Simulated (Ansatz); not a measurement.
**Molecular dynamics, with input and output: GeH$_{4}$BrClO$_{3}$ (part 1 of 4)**

GeH$_{4}$BrClO$_{3}$, computed with RHF/def2-SVP (Ansatz 0.2.0).

It belongs to a series of runs on one base structure; here: dynamics from the highest image of the converged band. Figures and captions count atoms from 1; the log counts them from 0 in places.

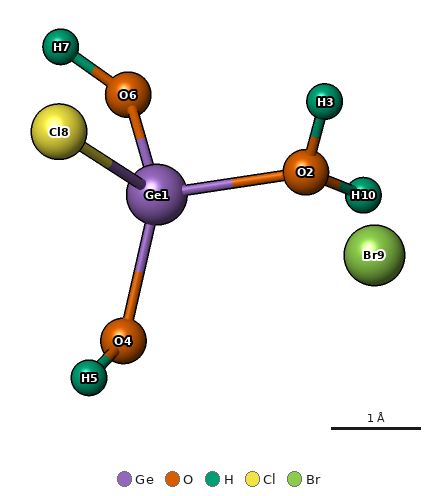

The starting structure (ball-and-stick view, seen at a tilt; atoms are numbered from 1 in the order of the input). Sticks mark near contacts. Bond lengths as drawn: Cl–Ge 2.17 Å, Ge–O 1.71 to 1.87 Å and H–O 0.95 to 1.06 Å.

## Key numbers

```tsv
quantity	value
outcome	finished
mean temperature over the second half	778 K
trajectory	200 steps, 100 fs
ensemble	nve
temperature in the input	300.0 K
time step	0.5 fs
potential energy (last step)	−145129.5399 eV
mean-field energy (last step)	−145129.5399 eV
largest force (length of the vector) (last step)	1.639 eV/Å
hardware	4 threads of Arm Neoverse V2, 24 GiB of memory available, shared host
wall time	7.8 min (CPU time 29 min)
peak memory	0.43 GiB
```

So short a trajectory is not equilibrated.

## The input
```yaml
crystal:
  periodic: [false, false, false]
  atoms:
    - { symbol: Ge, position_ang: [0.094857, 0.034721, -0.007181] }
    - { symbol: O, position_ang: [-0.010071, 0.262261, 1.84226] }
    - { symbol: H, position_ang: [-0.819775, 0.084585, 2.313178] }
    - { symbol: O, position_ang: [1.698418, -0.264149, -0.51924] }
    - { symbol: H, position_ang: [1.984498, -1.167305, -0.500186] }
    - { symbol: O, position_ang: [-0.939939, 1.113657, -0.84425] }
    - { symbol: H, position_ang: [-1.589286, 0.70507, -1.401035] }
    - { symbol: Cl, position_ang: [-0.925677, -1.87573, -0.048827] }
    - { symbol: Br, position_ang: [1.276129, 2.677981, 1.169555] }
    - { symbol: H, position_ang: [0.411446, 1.218308, 1.989428] }
basis:
  gaussian: { orbitals: def2-SVP }
hamiltonian:
  xc: hf
md:
  timestep: 0.5
  n_steps: 200
  ensemble: nve
  temperature: 300.0
  initial_velocities: maxwell_boltzmann
  seed: 5550
```

Command:
```bash
ansatz run input.yaml --threads 4 --pin off --max-ram 5120MiB --backend cpu --events-out ev --progress --plain --runs-dir out
```

## What the program printed
```
Engine: ansatz 0.2.0, aarch64-unknown-linux-gnu
Functional definition: HF
  exchange = exact_x
  correlation = 0
1473 factors; integrals over basis functions are off by at most 4.3e-4 eV
mean field evaluation 1: about -145124.2375 eV, gradient 4.9e1 eV
mean field evaluation 2: about -145124.2965 eV, gradient 4.9e1 eV
mean field evaluation 4: about -145128.8656 eV, gradient 3.5e0 eV
mean field evaluation 8: about -145128.9015 eV, gradient 2.0e-4 eV
mean field -145128.90148373 eV, -5333.3887576244 hartree, gradient 2.7e-5 eV, S^2 0.000000; 0 other end points of the search recorded, 0 dependent functions left out
the calculation of the forces begins
reference -145128.90148373 eV, -5333.3887576244 hartree; 56, 56 occupied and 88, 88 virtual orbitals, 1473 factors
md step     0: t =     0.00 fs  T =   300.0 K  F+E_penalty+E_count = -145128.90148373 eV  E_kin = 0.310224 eV  conserved = -145128.59125973 eV  (33 SCF iters)
these checks for a lower state are left out or cut short: starts, cluster_reference, orbital_swaps, neighbouring_geometries, increment
1473 factors; integrals over basis functions are off by at most 4.3e-4 eV
mean field evaluation 16: about -145128.8922 eV, gradient 1.7e-3 eV
mean field -145128.89220721 eV, -5333.3884167185 hartree, gradient 2.1e-5 eV, S^2 0.000000; 0 other end points of the search recorded, 0 dependent functions left out
the calculation of the forces begins
reference -145128.89220721 eV, -5333.3884167185 hartree; 56, 56 occupied and 88, 88 virtual orbitals, 1473 factors
md step     1: t =     0.50 fs  T =   291.3 K  F+E_penalty+E_count = -145128.89220721 eV  E_kin = 0.301276 eV  conserved = -145128.59093122 eV  (35 SCF iters)
[... from here on the SCF iterations and repeated set-up lines of each step are left out, up to the last step ...]
md step     2: t =     1.00 fs  T =   268.5 K  F+E_penalty+E_count = -145128.86799903 eV  E_kin = 0.277698 eV  conserved = -145128.59030152 eV  (34 SCF iters)
md step     3: t =     1.50 fs  T =   240.5 K  F+E_penalty+E_count = -145128.83840557 eV  E_kin = 0.248720 eV  conserved = -145128.58968534 eV  (36 SCF iters)
md step     4: t =     2.00 fs  T =   216.2 K  F+E_penalty+E_count = -145128.81294487 eV  E_kin = 0.223617 eV  conserved = -145128.58932816 eV  (35 SCF iters)
md step     5: t =     2.50 fs  T =   201.0 K  F+E_penalty+E_count = -145128.79717871 eV  E_kin = 0.207838 eV  conserved = -145128.58934045 eV  (35 SCF iters)
md step     6: t =     3.00 fs  T =   194.6 K  F+E_penalty+E_count = -145128.79090874 eV  E_kin = 0.201226 eV  conserved = -145128.58968262 eV  (35 SCF iters)
md step     7: t =     3.50 fs  T =   192.1 K  F+E_penalty+E_count = -145128.78881528 eV  E_kin = 0.198641 eV  conserved = -145128.59017391 eV  (35 SCF iters)
md step     8: t =     4.00 fs  T =   186.5 K  F+E_penalty+E_count = -145128.78336809 eV  E_kin = 0.192832 eV  conserved = -145128.59053572 eV  (35 SCF iters)
md step     9: t =     4.50 fs  T =   172.8 K  F+E_penalty+E_count = -145128.76920545 eV  E_kin = 0.178701 eV  conserved = -145128.59050434 eV  (35 SCF iters)
md step    10: t =     5.00 fs  T =   151.9 K  F+E_penalty+E_count = -145128.74711098 eV  E_kin = 0.157099 eV  conserved = -145128.59001194 eV  (35 SCF iters)
md step    11: t =     5.50 fs  T =   131.1 K  F+E_penalty+E_count = -145128.72483704 eV  E_kin = 0.135517 eV  conserved = -145128.58932013 eV  (35 SCF iters)
md step    12: t =     6.00 fs  T =   120.0 K  F+E_penalty+E_count = -145128.71297279 eV  E_kin = 0.124062 eV  conserved = -145128.58891053 eV  (36 SCF iters)
md step    13: t =     6.50 fs  T =   124.4 K  F+E_penalty+E_count = -145128.71770672 eV  E_kin = 0.128592 eV  conserved = -145128.58911438 eV  (35 SCF iters)
md step    14: t =     7.00 fs  T =   141.3 K  F+E_penalty+E_count = -145128.73594564 eV  E_kin = 0.146131 eV  conserved = -145128.58981421 eV  (35 SCF iters)
md step    15: t =     7.50 fs  T =   161.0 K  F+E_penalty+E_count = -145128.75705069 eV  E_kin = 0.166496 eV  conserved = -145128.59055448 eV  (35 SCF iters)
md step    16: t =     8.00 fs  T =   172.8 K  F+E_penalty+E_count = -145128.76962873 eV  E_kin = 0.178702 eV  conserved = -145128.59092678 eV  (35 SCF iters)
md step    17: t =     8.50 fs  T =   171.2 K  F+E_penalty+E_count = -145128.76781469 eV  E_kin = 0.176992 eV  conserved = -145128.59082259 eV  (35 SCF iters)
md step    18: t =     9.00 fs  T =   157.4 K  F+E_penalty+E_count = -145128.75316739 eV  E_kin = 0.162771 eV  conserved = -145128.59039605 eV  (36 SCF iters)
md step    19: t =     9.50 fs  T =   137.9 K  F+E_penalty+E_count = -145128.73246980 eV  E_kin = 0.142580 eV  conserved = -145128.58988948 eV  (35 SCF iters)
md step    20: t =    10.00 fs  T =   120.3 K  F+E_penalty+E_count = -145128.71394541 eV  E_kin = 0.124444 eV  conserved = -145128.58950140 eV  (35 SCF iters)
md step    21: t =    10.50 fs  T =   110.9 K  F+E_penalty+E_count = -145128.70398775 eV  E_kin = 0.114640 eV  conserved = -145128.58934759 eV  (35 SCF iters)
md step    22: t =    11.00 fs  T =   111.9 K  F+E_penalty+E_count = -145128.70518884 eV  E_kin = 0.115721 eV  conserved = -145128.58946813 eV  (36 SCF iters)
md step    23: t =    11.50 fs  T =   121.7 K  F+E_penalty+E_count = -145128.71571338 eV  E_kin = 0.125897 eV  conserved = -145128.58981639 eV  (37 SCF iters)
md step    24: t =    12.00 fs  T =   135.3 K  F+E_penalty+E_count = -145128.73018759 eV  E_kin = 0.139959 eV  conserved = -145128.59022849 eV  (35 SCF iters)
md step    25: t =    12.50 fs  T =   147.0 K  F+E_penalty+E_count = -145128.74240853 eV  E_kin = 0.151959 eV  conserved = -145128.59044916 eV  (35 SCF iters)
md step    26: t =    13.00 fs  T =   153.7 K  F+E_penalty+E_count = -145128.74922132 eV  E_kin = 0.158923 eV  conserved = -145128.59029794 eV  (36 SCF iters)
md step    27: t =    13.50 fs  T =   157.8 K  F+E_penalty+E_count = -145128.75301096 eV  E_kin = 0.163130 eV  conserved = -145128.58988137 eV  (36 SCF iters)
md step    28: t =    14.00 fs  T =   164.7 K  F+E_penalty+E_count = -145128.75987649 eV  E_kin = 0.170289 eV  conserved = -145128.58958749 eV  (35 SCF iters)
md step    29: t =    14.50 fs  T =   178.0 K  F+E_penalty+E_count = -145128.77384284 eV  E_kin = 0.184090 eV  conserved = -145128.58975320 eV  (35 SCF iters)
md step    30: t =    15.00 fs  T =   195.0 K  F+E_penalty+E_count = -145128.79200142 eV  E_kin = 0.201685 eV  conserved = -145128.59031689 eV  (35 SCF iters)
md step    31: t =    15.50 fs  T =   207.5 K  F+E_penalty+E_count = -145128.80547744 eV  E_kin = 0.214611 eV  conserved = -145128.59086685 eV  (36 SCF iters)
md step    32: t =    16.00 fs  T =   207.5 K  F+E_penalty+E_count = -145128.80554921 eV  E_kin = 0.214536 eV  conserved = -145128.59101326 eV  (35 SCF iters)
md step    33: t =    16.50 fs  T =   192.4 K  F+E_penalty+E_count = -145128.78958026 eV  E_kin = 0.198912 eV  conserved = -145128.59066814 eV  (35 SCF iters)
md step    34: t =    17.00 fs  T =   166.8 K  F+E_penalty+E_count = -145128.76253849 eV  E_kin = 0.172508 eV  conserved = -145128.59003037 eV  (35 SCF iters)
md step    35: t =    17.50 fs  T =   139.9 K  F+E_penalty+E_count = -145128.73409595 eV  E_kin = 0.144690 eV  conserved = -145128.58940548 eV  (35 SCF iters)
md step    36: t =    18.00 fs  T =   120.7 K  F+E_penalty+E_count = -145128.71390199 eV  E_kin = 0.124855 eV  conserved = -145128.58904704 eV  (36 SCF iters)
md step    37: t =    18.50 fs  T =   114.5 K  F+E_penalty+E_count = -145128.70753178 eV  E_kin = 0.118451 eV  conserved = -145128.58908079 eV  (36 SCF iters)
md step    38: t =    19.00 fs  T =   120.8 K  F+E_penalty+E_count = -145128.71444453 eV  E_kin = 0.124964 eV  conserved = -145128.58948080 eV  (36 SCF iters)
md step    39: t =    19.50 fs  T =   133.8 K  F+E_penalty+E_count = -145128.72839264 eV  E_kin = 0.138317 eV  conserved = -145128.59007582 eV  (36 SCF iters)
md step    40: t =    20.00 fs  T =   144.7 K  F+E_penalty+E_count = -145128.74020758 eV  E_kin = 0.149628 eV  conserved = -145128.59057999 eV  (35 SCF iters)
md step    41: t =    20.50 fs  T =   146.6 K  F+E_penalty+E_count = -145128.74232826 eV  E_kin = 0.151634 eV  conserved = -145128.59069418 eV  (35 SCF iters)
md step    42: t =    21.00 fs  T =   138.3 K  F+E_penalty+E_count = -145128.73335158 eV  E_kin = 0.143060 eV  conserved = -145128.59029110 eV  (35 SCF iters)
md step    43: t =    21.50 fs  T =   125.9 K  F+E_penalty+E_count = -145128.71975010 eV  E_kin = 0.130164 eV  conserved = -145128.58958567 eV  (36 SCF iters)
md step    44: t =    22.00 fs  T =   119.2 K  F+E_penalty+E_count = -145128.71238464 eV  E_kin = 0.123308 eV  conserved = -145128.58907701 eV  (36 SCF iters)
md step    45: t =    22.50 fs  T =   125.5 K  F+E_penalty+E_count = -145128.71895295 eV  E_kin = 0.129776 eV  conserved = -145128.58917738 eV  (36 SCF iters)
md step    46: t =    23.00 fs  T =   143.2 K  F+E_penalty+E_count = -145128.73790303 eV  E_kin = 0.148066 eV  conserved = -145128.58983710 eV  (35 SCF iters)
md step    47: t =    23.50 fs  T =   163.0 K  F+E_penalty+E_count = -145128.75918047 eV  E_kin = 0.168595 eV  conserved = -145128.59058541 eV  (35 SCF iters)
md step    48: t =    24.00 fs  T =   174.3 K  F+E_penalty+E_count = -145128.77120700 eV  E_kin = 0.180262 eV  conserved = -145128.59094456 eV  (36 SCF iters)
md step    49: t =    24.50 fs  T =   171.5 K  F+E_penalty+E_count = -145128.76815698 eV  E_kin = 0.177396 eV  conserved = -145128.59076093 eV  (35 SCF iters)
md step    50: t =    25.00 fs  T =   157.0 K  F+E_penalty+E_count = -145128.75252622 eV  E_kin = 0.162315 eV  conserved = -145128.59021083 eV  (35 SCF iters)
md step    51: t =    25.50 fs  T =   138.3 K  F+E_penalty+E_count = -145128.73263325 eV  E_kin = 0.143024 eV  conserved = -145128.58960920 eV  (35 SCF iters)
md step    52: t =    26.00 fs  T =   124.3 K  F+E_penalty+E_count = -145128.71778668 eV  E_kin = 0.128557 eV  conserved = -145128.58922991 eV  (35 SCF iters)
md step    53: t =    26.50 fs  T =   120.6 K  F+E_penalty+E_count = -145128.71392294 eV  E_kin = 0.124705 eV  conserved = -145128.58921787 eV  (35 SCF iters)
md step    54: t =    27.00 fs  T =   127.3 K  F+E_penalty+E_count = -145128.72124745 eV  E_kin = 0.131683 eV  conserved = -145128.58956426 eV  (36 SCF iters)
md step    55: t =    27.50 fs  T =   139.5 K  F+E_penalty+E_count = -145128.73437146 eV  E_kin = 0.144260 eV  conserved = -145128.59011116 eV  (34 SCF iters)
md step    56: t =    28.00 fs  T =   149.2 K  F+E_penalty+E_count = -145128.74487154 eV  E_kin = 0.154287 eV  conserved = -145128.59058449 eV  (34 SCF iters)
md step    57: t =    28.50 fs  T =   149.8 K  F+E_penalty+E_count = -145128.74563490 eV  E_kin = 0.154944 eV  conserved = -145128.59069061 eV  (35 SCF iters)
md step    58: t =    29.00 fs  T =   140.3 K  F+E_penalty+E_count = -145128.73534220 eV  E_kin = 0.145048 eV  conserved = -145128.59029399 eV  (35 SCF iters)
md step    59: t =    29.50 fs  T =   126.4 K  F+E_penalty+E_count = -145128.72034295 eV  E_kin = 0.130759 eV  conserved = -145128.58958403 eV  (35 SCF iters)
md step    60: t =    30.00 fs  T =   118.5 K  F+E_penalty+E_count = -145128.71156874 eV  E_kin = 0.122535 eV  conserved = -145128.58903352 eV  (35 SCF iters)
md step    61: t =    30.50 fs  T =   124.1 K  F+E_penalty+E_count = -145128.71736740 eV  E_kin = 0.128310 eV  conserved = -145128.58905726 eV  (36 SCF iters)
md step    62: t =    31.00 fs  T =   142.8 K  F+E_penalty+E_count = -145128.73736024 eV  E_kin = 0.147716 eV  conserved = -145128.58964465 eV  (35 SCF iters)
md step    63: t =    31.50 fs  T =   166.5 K  F+E_penalty+E_count = -145128.76259555 eV  E_kin = 0.172225 eV  conserved = -145128.59037005 eV  (34 SCF iters)
md step    64: t =    32.00 fs  T =   184.8 K  F+E_penalty+E_count = -145128.78186909 eV  E_kin = 0.191107 eV  conserved = -145128.59076161 eV  (34 SCF iters)
md step    65: t =    32.50 fs  T =   191.7 K  F+E_penalty+E_count = -145128.78886606 eV  E_kin = 0.198228 eV  conserved = -145128.59063842 eV  (35 SCF iters)
md step    66: t =    33.00 fs  T =   188.6 K  F+E_penalty+E_count = -145128.78512365 eV  E_kin = 0.194982 eV  conserved = -145128.59014172 eV  (35 SCF iters)
md step    67: t =    33.50 fs  T =   182.3 K  F+E_penalty+E_count = -145128.77806996 eV  E_kin = 0.188506 eV  conserved = -145128.58956416 eV  (35 SCF iters)
md step    68: t =    34.00 fs  T =   181.2 K  F+E_penalty+E_count = -145128.77655158 eV  E_kin = 0.187378 eV  conserved = -145128.58917337 eV  (35 SCF iters)
md step    69: t =    34.50 fs  T =   191.0 K  F+E_penalty+E_count = -145128.78659863 eV  E_kin = 0.197483 eV  conserved = -145128.58911608 eV  (35 SCF iters)
md step    70: t =    35.00 fs  T =   212.4 K  F+E_penalty+E_count = -145128.80905182 eV  E_kin = 0.219662 eV  conserved = -145128.58938957 eV  (35 SCF iters)
md step    71: t =    35.50 fs  T =   241.5 K  F+E_penalty+E_count = -145128.83961031 eV  E_kin = 0.249764 eV  conserved = -145128.58984651 eV  (34 SCF iters)
md step    72: t =    36.00 fs  T =   271.7 K  F+E_penalty+E_count = -145128.87123318 eV  E_kin = 0.281003 eV  conserved = -145128.59023028 eV  (35 SCF iters)
md step    73: t =    36.50 fs  T =   297.8 K  F+E_penalty+E_count = -145128.89823157 eV  E_kin = 0.307960 eV  conserved = -145128.59027179 eV  (35 SCF iters)
md step    74: t =    37.00 fs  T =   319.6 K  F+E_penalty+E_count = -145128.92040361 eV  E_kin = 0.330540 eV  conserved = -145128.58986378 eV  (35 SCF iters)
md step    75: t =    37.50 fs  T =   343.6 K  F+E_penalty+E_count = -145128.94452224 eV  E_kin = 0.355299 eV  conserved = -145128.58922355 eV  (35 SCF iters)
md step    76: t =    38.00 fs  T =   379.1 K  F+E_penalty+E_count = -145128.98086488 eV  E_kin = 0.392004 eV  conserved = -145128.58886079 eV  (34 SCF iters)
md step    77: t =    38.50 fs  T =   431.6 K  F+E_penalty+E_count = -145129.03553514 eV  E_kin = 0.446286 eV  conserved = -145128.58924917 eV  (34 SCF iters)
md step    78: t =    39.00 fs  T =   496.1 K  F+E_penalty+E_count = -145129.10349807 eV  E_kin = 0.513055 eV  conserved = -145128.59044340 eV  (34 SCF iters)
md step    79: t =    39.50 fs  T =   556.9 K  F+E_penalty+E_count = -145129.16791434 eV  E_kin = 0.575916 eV  conserved = -145128.59199839 eV  (34 SCF iters)
md step    80: t =    40.00 fs  T =   593.5 K  F+E_penalty+E_count = -145129.20693483 eV  E_kin = 0.613704 eV  conserved = -145128.59323098 eV  (33 SCF iters)
md step    81: t =    40.50 fs  T =   590.5 K  F+E_penalty+E_count = -145129.20414880 eV  E_kin = 0.610621 eV  conserved = -145128.59352742 eV  (36 SCF iters)
md step    82: t =    41.00 fs  T =   546.7 K  F+E_penalty+E_count = -145129.15791303 eV  E_kin = 0.565378 eV  conserved = -145128.59253469 eV  (34 SCF iters)
md step    83: t =    41.50 fs  T =   479.4 K  F+E_penalty+E_count = -145129.08614162 eV  E_kin = 0.495728 eV  conserved = -145128.59041366 eV  (33 SCF iters)
md step    84: t =    42.00 fs  T =   420.6 K  F+E_penalty+E_count = -145129.02295440 eV  E_kin = 0.434890 eV  conserved = -145128.58806430 eV  (34 SCF iters)
md step    85: t =    42.50 fs  T =   403.8 K  F+E_penalty+E_count = -145129.00448061 eV  E_kin = 0.417593 eV  conserved = -145128.58688719 eV  (35 SCF iters)
md step    86: t =    43.00 fs  T =   445.3 K  F+E_penalty+E_count = -145129.04829474 eV  E_kin = 0.460521 eV  conserved = -145128.58777354 eV  (35 SCF iters)
md step    87: t =    43.50 fs  T =   532.5 K  F+E_penalty+E_count = -145129.14087785 eV  E_kin = 0.550642 eV  conserved = -145128.59023565 eV  (35 SCF iters)
md step    88: t =    44.00 fs  T =   630.6 K  F+E_penalty+E_count = -145129.24488350 eV  E_kin = 0.652102 eV  conserved = -145128.59278197 eV  (34 SCF iters)
md step    89: t =    44.50 fs  T =   702.9 K  F+E_penalty+E_count = -145129.32096938 eV  E_kin = 0.726861 eV  conserved = -145128.59410861 eV  (35 SCF iters)
md step    90: t =    45.00 fs  T =   728.8 K  F+E_penalty+E_count = -145129.34746402 eV  E_kin = 0.753612 eV  conserved = -145128.59385229 eV  (35 SCF iters)
md step    91: t =    45.50 fs  T =   709.8 K  F+E_penalty+E_count = -145129.32649534 eV  E_kin = 0.733971 eV  conserved = -145128.59252386 eV  (34 SCF iters)
md step    92: t =    46.00 fs  T =   663.1 K  F+E_penalty+E_count = -145129.27676945 eV  E_kin = 0.685733 eV  conserved = -145128.59103631 eV  (35 SCF iters)
md step    93: t =    46.50 fs  T =   609.2 K  F+E_penalty+E_count = -145129.22009297 eV  E_kin = 0.629994 eV  conserved = -145128.59009860 eV  (34 SCF iters)
md step    94: t =    47.00 fs  T =   561.6 K  F+E_penalty+E_count = -145129.17057631 eV  E_kin = 0.580727 eV  conserved = -145128.58984953 eV  (35 SCF iters)
md step    95: t =    47.50 fs  T =   524.4 K  F+E_penalty+E_count = -145129.13224015 eV  E_kin = 0.542313 eV  conserved = -145128.58992758 eV  (35 SCF iters)
md step    96: t =    48.00 fs  T =   497.3 K  F+E_penalty+E_count = -145129.10412088 eV  E_kin = 0.514232 eV  conserved = -145128.58988880 eV  (35 SCF iters)
md step    97: t =    48.50 fs  T =   480.9 K  F+E_penalty+E_count = -145129.08688671 eV  E_kin = 0.497279 eV  conserved = -145128.58960780 eV  (35 SCF iters)
md step    98: t =    49.00 fs  T =   479.9 K  F+E_penalty+E_count = -145129.08535504 eV  E_kin = 0.496219 eV  conserved = -145128.58913640 eV  (35 SCF iters)
md step    99: t =    49.50 fs  T =   500.8 K  F+E_penalty+E_count = -145129.10666734 eV  E_kin = 0.517844 eV  conserved = -145128.58882353 eV  (35 SCF iters)
md step   100: t =    50.00 fs  T =   547.9 K  F+E_penalty+E_count = -145129.15548337 eV  E_kin = 0.566536 eV  conserved = -145128.58894713 eV  (35 SCF iters)
md step   101: t =    50.50 fs  T =   618.9 K  F+E_penalty+E_count = -145129.22968557 eV  E_kin = 0.640032 eV  conserved = -145128.58965367 eV  (35 SCF iters)
md step   102: t =    51.00 fs  T =   703.3 K  F+E_penalty+E_count = -145129.31814361 eV  E_kin = 0.727243 eV  conserved = -145128.59090043 eV  (35 SCF iters)
md step   103: t =    51.50 fs  T =   782.5 K  F+E_penalty+E_count = -145129.40157882 eV  E_kin = 0.809164 eV  conserved = -145128.59241518 eV  (35 SCF iters)
```
